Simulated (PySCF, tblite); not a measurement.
# C₄H₉B₂F₃Si: geometry, infrared bands and NMR shifts

What infrared bands and NMR shifts should C₄H₉B₂F₃Si (`C=C(C)BB[SiH2]C(F)(F)F`) show?

Programs: tblite 0.8.0 and PySCF 2.14.0, with density-fitted response routines of our own. Each step states its level of theory. These are calculated values for one molecule in the gas phase, unless marked as measured. Atoms are numbered from 0 throughout.

## (1) Starting geometry

19 atoms, charge 0, multiplicity 1; geometry from: force field or distance geometry start.

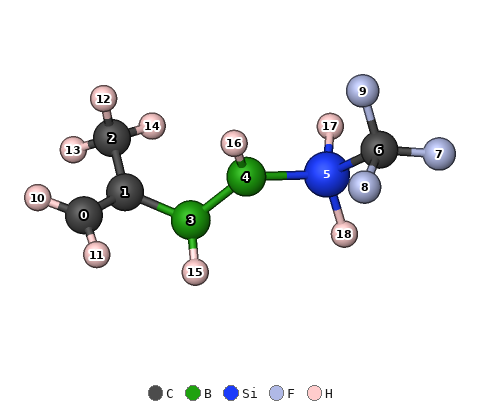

As it starts; carbon dark grey, boron green, silicon blue, fluorine light blue, hydrogen pink, atoms numbered; sticks join atoms by distance.

## (2) Geometry optimisation with GFN2-xTB

The job: settings as JSON, then the geometry in Å.

```
{"job": {"kind": "relax", "xc": "GFN2-xTB", "basis": "xTB"}, "charge": 0, "multiplicity": 1}
C     -2.907800    -1.006100    -0.886300
C     -2.115100    -0.056800    -0.391400
C     -2.503300     0.778500     0.795200
B     -0.702100     0.205800    -1.014200
B      0.588500    -0.221800    -0.068500
Si     2.236200     0.808000    -0.034200
C      3.558800    -0.427500     0.504400
F      4.814300     0.099500     0.400800
F      3.369700    -1.545000    -0.307500
F      3.256100    -0.861000     1.798500
H     -3.899100    -1.220600    -0.491400
H     -2.556500    -1.587800    -1.748300
H     -2.592900     0.079900     1.664600
H     -3.428100     1.309100     0.543200
H     -1.709800     1.529000     1.049800
H     -0.587900     0.023600    -2.155400
H      0.440100    -1.130300     0.667800
H      2.188900     1.838700     1.014300
H      2.540200     1.394100    -1.348700
```

The run is started by

```sh
$ OMP_NUM_THREADS=1 python probes_run.py task.json out
```

One launch serves the whole session: the jobs run in the order shown.

The log of the run:

```text
step      E/eV     max force
  0    -855.49964    1.847
  1    -855.75166    1.430
  2    -856.02150    1.266
  3    -856.09964    0.764
  4    -856.14773    0.506
  5    -856.17206    0.544
  6    -856.20996    0.316
  7    -856.22385    0.254
  8    -856.23781    0.304
  9    -856.25082    0.379
 10    -856.26403    0.357
 11    -856.27299    0.294
 12    -856.27931    0.179
 13    -856.28499    0.233
 14    -856.29177    0.189
 15    -856.29937    0.222
 16    -856.30680    0.248
 17    -856.31389    0.215
 18    -856.32081    0.210
 19    -856.32722    0.170
 20    -856.33308    0.186
 21    -856.33847    0.182
 22    -856.34357    0.164
 23    -856.34903    0.187
 24    -856.35538    0.208
 25    -856.36235    0.264
 26    -856.36864    0.228
 27    -856.37292    0.159
 28    -856.37565    0.149
 29    -856.37839    0.139
 30    -856.38225    0.208
 31    -856.38692    0.208
 32    -856.39119    0.135
 33    -856.39434    0.125
 34    -856.39676    0.121
 35    -856.39901    0.118
 36    -856.40138    0.130
 37    -856.40366    0.126
 38    -856.40583    0.132
 39    -856.40825    0.127
 40    -856.41135    0.147
 41    -856.41500    0.158
 42    -856.41850    0.146
 43    -856.42161    0.137
 44    -856.42475    0.145
 45    -856.42906    0.170
 46    -856.43360    0.188
 47    -856.43737    0.219
 48    -856.44091    0.223
 49    -856.44543    0.244
 50    -856.45072    0.230
 51    -856.45657    0.239
 52    -856.46216    0.212
 53    -856.46921    0.277
 54    -856.47667    0.344
 55    -856.48623    0.313
 56    -856.49380    0.197
 57    -856.49912    0.156
 58    -856.50240    0.253
 59    -856.50828    0.207
 60    -856.51609    0.205
 61    -856.52152    0.127
 62    -856.52324    0.097
 63    -856.52461    0.097
 64    -856.52664    0.117
 65    -856.52859    0.097
 66    -856.53047    0.087
 67    -856.53211    0.099
 68    -856.53384    0.103
 69    -856.53586    0.114
 70    -856.53735    0.080
 71    -856.53814    0.072
 72    -856.53864    0.051
 73    -856.53903    0.041
 74    -856.53942    0.039
 75    -856.54004    0.050
 76    -856.54063    0.057
 77    -856.54129    0.058
 78    -856.54206    0.059
 79    -856.54306    0.073
 80    -856.54413    0.075
 81    -856.54502    0.060
 82    -856.54568    0.055
 83    -856.54625    0.057
 84    -856.54686    0.063
 85    -856.54761    0.073
 86    -856.54854    0.083
 87    -856.54965    0.088
 88    -856.55087    0.081
 89    -856.55206    0.079
 90    -856.55311    0.077
 91    -856.55397    0.067
 92    -856.55475    0.060
 93    -856.55551    0.052
 94    -856.55620    0.047
 95    -856.55664    0.036
 96    -856.55686    0.028
 97    -856.55700    0.029
 98    -856.55717    0.028
 99    -856.55740    0.033
100    -856.55763    0.032
101    -856.55782    0.034
102    -856.55800    0.030
103    -856.55820    0.034
104    -856.55844    0.031
105    -856.55863    0.031
106    -856.55872    0.023
107    -856.55878    0.019
108    -856.55885    0.020
109    -856.55894    0.023
110    -856.55906    0.023
111    -856.55917    0.025
112    -856.55926    0.027
113    -856.55934    0.024
114    -856.55940    0.020
115    -856.55945    0.015
116    -856.55950    0.019
117    -856.55957    0.022
118    -856.55965    0.025
119    -856.55978    0.029
120    -856.55995    0.030
121    -856.56016    0.038
122    -856.56038    0.034
123    -856.56057    0.031
124    -856.56071    0.023
125    -856.56083    0.025
126    -856.56096    0.029
127    -856.56113    0.046
128    -856.56141    0.060
129    -856.56176    0.063
130    -856.56210    0.067
131    -856.56242    0.047
132    -856.56268    0.042
133    -856.56285    0.030
134    -856.56292    0.026
135    -856.56301    0.023
136    -856.56309    0.025
137    -856.56318    0.027
138    -856.56328    0.026
139    -856.56339    0.026
140    -856.56348    0.021
141    -856.56354    0.023
142    -856.56360    0.017
143    -856.56364    0.012
144    -856.56367    0.010
145    -856.56368    0.011
146    -856.56371    0.013
147    -856.56374    0.014
148    -856.56377    0.017
149    -856.56381    0.018
150    -856.56385    0.018
151    -856.56392    0.020
152    -856.56399    0.017
153    -856.56403    0.013
154    -856.56406    0.011
155    -856.56410    0.015
156    -856.56414    0.019
157    -856.56420    0.015
158    -856.56426    0.018
159    -856.56434    0.026
160    -856.56447    0.040
161    -856.56473    0.066
162    -856.56523    0.093
163    -856.56593    0.101
164    -856.56689    0.088
165    -856.56757    0.080
166    -856.56801    0.072
167    -856.56841    0.056
168    -856.56894    0.073
169    -856.56939    0.061
170    -856.56980    0.051
171    -856.57017    0.036
172    -856.57037    0.070
173    -856.57062    0.054
174    -856.57081    0.040
175    -856.57111    0.041
176    -856.57131    0.037
177    -856.57161    0.042
178    -856.57192    0.042
179    -856.57216    0.045
180    -856.57245    0.035
181    -856.57264    0.035
182    -856.57282    0.034
183    -856.57291    0.038
184    -856.57300    0.044
185    -856.57315    0.049
186    -856.57325    0.029
187    -856.57336    0.017
188    -856.57347    0.022
189    -856.57357    0.024
190    -856.57368    0.022
191    -856.57383    0.021
192    -856.57398    0.023
193    -856.57409    0.029
194    -856.57235    0.185
195    -856.57422    0.019
196    -856.57428    0.018
197    -856.57449    0.053
198    -856.57462    0.025
199    -856.57473    0.020
200    -856.57495    0.034
201    -856.57503    0.019
202    -856.57509    0.019
203    -856.57514    0.031
204    -856.57518    0.016
205    -856.57522    0.013
206    -856.57524    0.013
207    -856.57526    0.012
208    -856.57528    0.013
209    -856.57530    0.011
210    -856.57532    0.012
211    -856.57533    0.008
```

Wall time 3.3 s (1 thread of Arm Neoverse N1, shared host); peak memory 0.18 GiB.

The steps of the relaxation: (not every step is listed)

```
step  energy from step 0 (eV)  largest force (eV/Å)
   0                   0.0000                1.8474
   1                  -0.2520                1.4298
   2                  -0.5219                1.2664
   3                  -0.6000                0.7642
   4                  -0.6481                0.5057
   5                  -0.6724                0.5444
   6                  -0.7103                0.3160
   7                  -0.7242                0.2539
   8                  -0.7382                0.3042
  27                  -0.8733                0.1591
  46                  -0.9340                0.1880
  65                  -1.0290                0.0972
  84                  -1.0472                0.0630
 103                  -1.0586                0.0339
 122                  -1.0607                0.0336
 141                  -1.0639                0.0232
 160                  -1.0648                0.0399
 179                  -1.0725                0.0453
 198                  -1.0750                0.0255
 206                  -1.0756                0.0127
 207                  -1.0756                0.0118
 208                  -1.0756                0.0127
 209                  -1.0757                0.0115
 210                  -1.0757                0.0116
 211                  -1.0757                0.0082
```

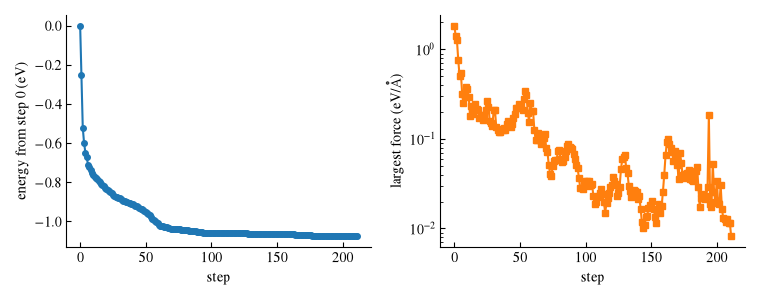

Energy and force, step by step.

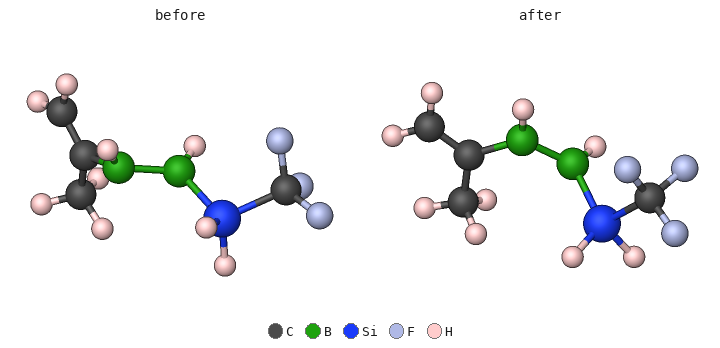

The geometry before (left) and after (right).

Close pairs (by a distance rule), those that changed most:

```
  bond  before (Å)  after (Å)  change (Å)
Si5–C6       1.888      1.960      +0.072
 C6–F9       1.398      1.352      -0.046
 B3–B4       1.656      1.613      -0.043
 C6–F8       1.394      1.353      -0.041
C2–H14       1.121      1.090      -0.032
C2–H12       1.119      1.089      -0.030
C0–H11       1.098      1.077      -0.021
B4–Si5       1.943      1.963      +0.020
```

The end geometry stands in the next job.

## (3) Harmonic vibrations with GFN2-xTB

The job: settings as JSON, then the geometry in Å.

```
{"job": {"kind": "ir", "xc": "GFN2-xTB", "basis": "xTB"}, "charge": 0, "multiplicity": 1}
C     -2.927537    -0.552502    -1.361507
C     -1.970013    -0.182451    -0.507292
C     -2.249318     0.908034     0.494301
B     -0.575834    -0.890208    -0.482508
B      0.464032    -0.773289     0.744671
Si     1.806474     0.657788     0.802787
C      3.395688    -0.136604    -0.025730
F      4.458028     0.690334    -0.067797
F      3.168006    -0.515571    -1.304505
F      3.815471    -1.249918     0.616567
H     -3.912627    -0.107987    -1.353313
H     -2.768832    -1.326730    -2.092879
H     -2.135816     0.524615     1.507653
H     -3.255513     1.307156     0.380577
H     -1.535436     1.721836     0.371023
H     -0.318944    -1.521052    -1.440981
H      0.499953    -1.537199     1.636798
H      2.362146     1.115375     2.087725
H      1.670269     1.877624    -0.013053
```

The log of the run:

```text
mode    cm-1     km/mol
  1       7.8      1.35
  2      22.6      0.01
  3      29.9      1.00
  4      49.0      0.31
  5      71.8      1.62
  6     140.2      1.27
  7     150.0      0.98
  8     181.0      1.03
  9     189.4      0.24
 10     235.2      2.79
 11     326.5      4.48
 12     378.3     55.23
 13     408.6     20.71
 14     425.8      7.98
 15     438.1     17.12
 16     454.3      0.25
 17     457.5      7.72
 18     581.9     10.96
 19     601.3     20.20
 20     624.4     97.14
 21     648.0     11.66
 22     653.2      6.87
 23     695.1     90.15
 24     713.3    151.57
 25     780.6      5.74
 26     818.8    242.94
 27     853.0     34.13
 28     921.3     13.49
 29     927.4     29.03
 30     960.5      0.40
 31    1012.4    194.20
 32    1024.3    210.45
 33    1031.5     18.69
 34    1038.2      7.33
 35    1073.5     42.35
 36    1130.0    157.04
 37    1237.9     15.38
 38    1397.4      1.84
 39    1415.6      3.02
 40    1480.1      7.56
 41    1488.7      3.38
 42    1643.4     21.34
 43    2195.4    411.58
 44    2218.5    167.03
 45    2585.9     65.78
 46    2600.0     58.87
 47    3003.1     33.84
 48    3016.4     22.82
 49    3026.8     29.01
 50    3065.5     43.87
 51    3119.0     27.27
```

It took 1.5 s on 1 thread of Arm Neoverse N1, shared host; peak memory 0.18 GiB.

The strongest bands and the atoms that carry them (share of the mass-weighted mode):

```
cm⁻¹  km/mol                                   atoms
 624    97.1              H16 27 %, B4 26 %, B3 15 %
 713   151.6  Si5 20 %, H17 17 %, H18 17 %, H16 17 %
 819   242.9                      H18 48 %, H17 47 %
1012   194.2               C6 71 %, F8 16 %, F9 11 %
1024   210.4                        C6 71 %, F7 16 %
1130   157.0                        C6 71 %, F7 11 %
2195   411.6                      H18 60 %, H17 36 %
2218   167.0                      H17 61 %, H18 37 %
```

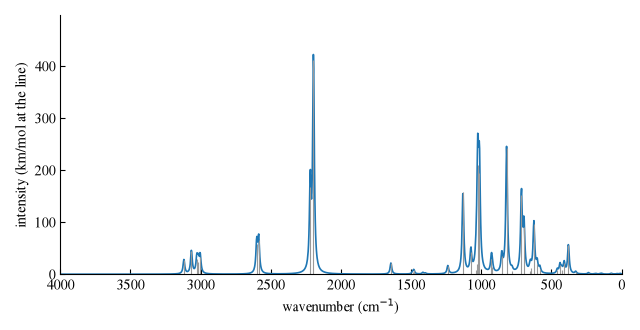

The infrared spectrum from these modes, unscaled. Lines are broadened to a width of 14 cm⁻¹ (Lorentzian).

## (4) NMR shieldings: PBE0/pcSseg-1

The job, as its differences from that of step 3:

```diff
@@ -1,2 +1,2 @@
-{"job": {"kind": "ir", "xc": "GFN2-xTB", "basis": "xTB"}, "charge": 0, "multiplicity": 1}
+{"job": {"kind": "nmr", "xc": "PBE0", "basis": "pcSseg-1"}, "charge": 0, "multiplicity": 1}
 C     -2.927537    -0.552502    -1.361507
```

Level: GIAO PBE0/pcSseg-1 NMR shielding, non-relativistic, gas phase.

The log of the run:

```text
coarse grid: 16984 points
cycle   1  E = -795.5433613308  dE =  1.048e+00  |g| = 8.861e-01  |ddm| = 3.857e+00
cycle   2  E = -795.4007531656  dE =  1.426e-01  |g| = 1.327e+00  |ddm| = 1.236e+00
cycle   3  E = -795.6886345928  dE = -2.879e-01  |g| = 7.025e-02  |ddm| = 7.319e-01
cycle   4  E = -795.6895058480  dE = -8.713e-04  |g| = 3.871e-02  |ddm| = 9.529e-02
cycle   5  E = -795.6898293923  dE = -3.235e-04  |g| = 1.406e-02  |ddm| = 3.657e-02
cycle   6  E = -795.6898806635  dE = -5.127e-05  |g| = 3.814e-03  |ddm| = 1.509e-02
cycle   7  E = -795.6898845920  dE = -3.929e-06  |g| = 6.567e-04  |ddm| = 4.371e-03
final grid: 162336 points
cycle   8  E = -795.7656349044  dE = -6.047e-05  |g| = 8.787e-03  |ddm| = 2.998e-02
cycle   9  E = -795.7656275672  dE =  7.337e-06  |g| = 1.099e-02  |ddm| = 1.605e-02
cycle  10  E = -795.7656536186  dE = -2.605e-05  |g| = 1.146e-03  |ddm| = 8.317e-03
cycle  11  E = -795.7656538786  dE = -2.601e-07  |g| = 3.837e-04  |ddm| = 1.031e-03
cycle  12  E = -795.7656539087  dE = -3.006e-08  |g| = 1.547e-04  |ddm| = 3.855e-04
cycle  13  E = -795.7656539153  dE = -6.611e-09  |g| = 3.323e-05  |ddm| = 1.814e-04
cycle  14  E = -795.7656539155  dE = -2.501e-10  |g| = 1.027e-05  |ddm| = 3.474e-05
converged SCF energy = -795.7656539155

GIAO shielding tensors (ppm)
atom      isotropic    diamagn.    paramagn.     s11        s22        s33       span
  0 C       37.844     251.745    -213.901    -61.773     38.973    136.334    198.107
  1 C       26.095     259.949    -233.854    -93.217     -2.003    173.505    266.721
  2 C      154.568     248.731     -94.164    131.701    148.329    183.673     51.972
  3 B       10.006     194.826    -184.820    -86.837     14.215    102.640    189.476
  4 B      -27.471     203.898    -231.370   -181.773    -44.071    143.431    325.205
  5 Si     429.764     880.537    -450.773    415.173    424.743    449.376     34.203
  6 C       44.873     255.560    -210.687     39.644     41.161     53.814     14.170
  7 F      223.989     468.946    -244.957    129.563    219.783    322.622    193.058
  8 F      225.747     477.625    -251.878    122.270    234.004    320.968    198.698
  9 F      224.981     474.084    -249.102    122.960    232.482    319.502    196.542
 10 H       25.340      29.684      -4.344     21.805     25.611     28.603      6.798
 11 H       25.715      30.844      -5.130     22.805     25.388     28.951      6.146
 12 H       30.020      30.846      -0.826     27.147     28.909     34.003      6.856
 13 H       29.767      30.210      -0.443     26.458     28.604     34.238      7.779
 14 H       29.455      31.749      -2.293     25.891     28.739     33.737      7.846
 15 H       23.033      32.315      -9.282     13.905     25.994     29.198     15.294
 16 H       18.753      30.912     -12.159      2.259     24.876     29.124     26.865
 17 H       27.224      28.295      -1.071     24.300     25.799     31.574      7.274
 18 H       27.131      29.301      -2.171     24.580     26.047     30.766      6.186
```

It took 82 s on 1 thread of Arm Neoverse N1, shared host; peak memory 0.99 GiB.

Shifts follow as δ = σ(reference) − σ, with reference shieldings (ppm) from runs at the same level and on the same kind of geometry: 1H TMS 31.72, 13C TMS 186.9, 29Si TMS 349.2, 19F CFCl3 170.9, 11B BF3·OEt2 100.1. The references are single molecules in the gas phase, so shifts against H2O, NH3, PH3, H3PO4 or CFCl3 are not on the usual liquid scales and can be off by tens of ppm. Atoms listed in one row are averaged.

```
        atoms                           environment  σ (ppm)  δ (ppm)  δ scaled to CDCl3
           C1       fully substituted alkene carbon     26.1    160.8              155.1
           C0                  terminal =CH2 carbon     37.8    149.1              143.6
           C6                            CF3 carbon     44.9    142.1              136.7
           C2                 allylic methyl carbon    154.6     32.4               29.7
          H16   hydrogen on a boron bonded to B, Si    18.75    12.96                  –
          H15    hydrogen on a boron bonded to C, B    23.03     8.68                  –
          H10    hydrogen on a terminal =CH2 carbon    25.34     6.38               6.12
          H11    hydrogen on a terminal =CH2 carbon    25.71     6.00               5.76
     H17, H18  hydrogen on a silicon bonded to C, B    27.18     4.54                  –
H12, H13, H14  hydrogen on an allylic methyl carbon    29.75     1.97               1.96
           B4              boron bonded to B, Si, H    -27.5    127.5                  –
           B3               boron bonded to C, B, H     10.0     90.1                  –
          Si5           silicon bonded to C, B, 2 H    429.8    -80.6                  –
   F7, F8, F9               fluorine of a CF3 group    224.9    -54.0                  –
```

The scaled column applies a straight-line fit of computed shieldings to shifts measured in CDCl3, and one for carbons that bear F (root-mean-square error 0.16 ppm for H, 1.9 ppm for C).

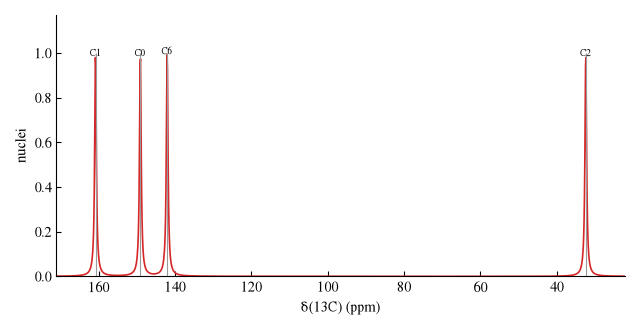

13C lines at the computed shifts, without couplings. Lines are broadened to a width of 0.51 ppm (Lorentzian).

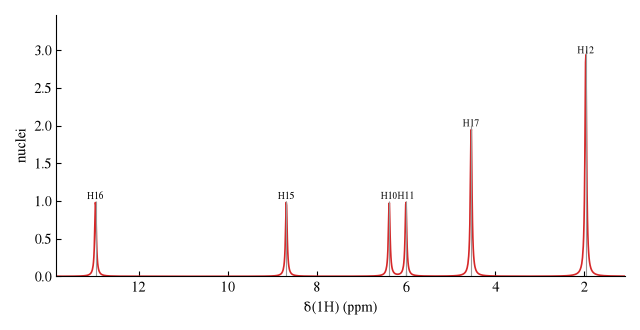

1H lines at the computed shifts, without couplings. Lines are broadened to a width of 0.04 ppm (Lorentzian).

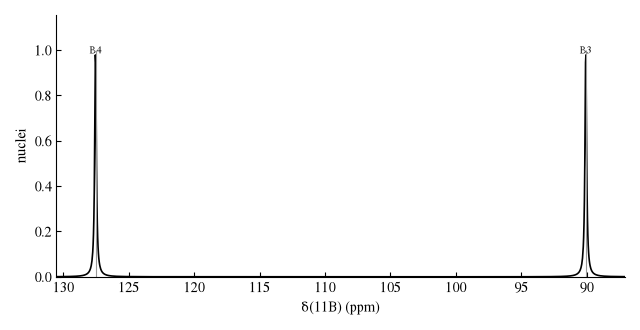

11B lines at the computed shifts, without couplings. Lines are broadened to a width of 0.15 ppm (Lorentzian).

The run also stored atomic charges by several schemes (e):

```
     atoms  Mulliken    IAO  Hirshfeld  ESP fit
        C0     -0.07  -0.25      -0.06    -0.49
        C1     -0.55  -0.08      -0.05     0.28
        C2     -0.20  -0.42      -0.12    -0.55
        B3      0.28   0.00       0.07    -0.12
        B4     -0.36  -0.21       0.04     0.23
       Si5      0.47   0.58       0.26     0.09
        C6      0.52   0.58       0.17     0.36
F7, F8, F9     -0.28  -0.29      -0.11    -0.17
```

IAO charges:

C0 -0.25; C1 -0.08; C2 -0.42; B3 0.00; B4 -0.21; Si5 0.58; C6 0.58; F7 -0.28; F8 -0.29; F9 -0.29; H10 0.15; H11 0.15; H12 0.15; H13 0.14; H14 0.14; H15 0.05; H16 0.07; H17 -0.09; H18 -0.10

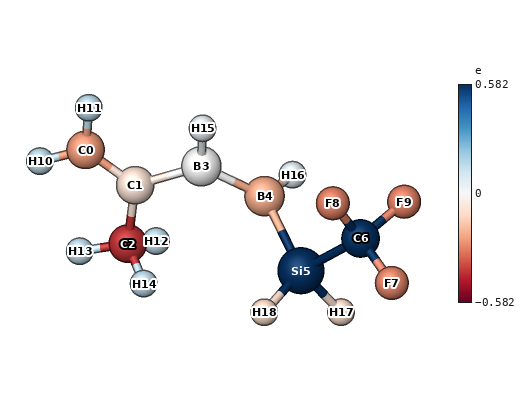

IAO charges, as colours on the atoms.

Mayer bond orders: C0–C1 1.93, C1–C2 1.04, C1–B3 0.95, B3–B4 1.07, B4–Si5 0.91, Si5–C6 0.80, C6–F7 0.98, C6–F8 0.96, C6–F9 0.95.

## (5) Outcome

```
                                                                 quantity                                    value
                                strongest single infrared mode (GFN2-xTB)                    2195 cm⁻¹, 412 km/mol
                                             zero-point energy (GFN2-xTB)                            76.6 kcal/mol
                                   13C shifts against TMS (PBE0/pcSseg-1)            160.8, 149.1, 142.1, 32.4 ppm
   1H shifts against TMS (PBE0/pcSseg-1, means over atoms taken as alike)  12.96, 8.68, 6.38, 6.00, 4.54, 1.97 ppm
                              11B shifts against BF3·OEt2 (PBE0/pcSseg-1)                          127.5, 90.1 ppm
                                  29Si shifts against TMS (PBE0/pcSseg-1)                                -80.6 ppm
19F shifts against CFCl3 (PBE0/pcSseg-1, means over atoms taken as alike)                                -54.0 ppm
```

The optimisation took 211 steps and gained 1.076 eV; among the close pairs (by a distance rule), Si5–C6 changed most, from 1.888 to 1.960 Å. All 51 modes are real, so the xTB geometry is a minimum. The strongest single mode, at 2195 cm⁻¹, moves mainly H18 and H17. GFN2-xTB is a fitted tight-binding method: band positions and strengths are rough. Its intensities can rank the bands wrongly. The most deshielded carbon is C1 (fully substituted alkene carbon), at 160.8 ppm: the olefinic region. At PBE0/pcSseg-1: The widest tensor belongs to B4: span 325 ppm, with a paramagnetic part of -231 ppm.
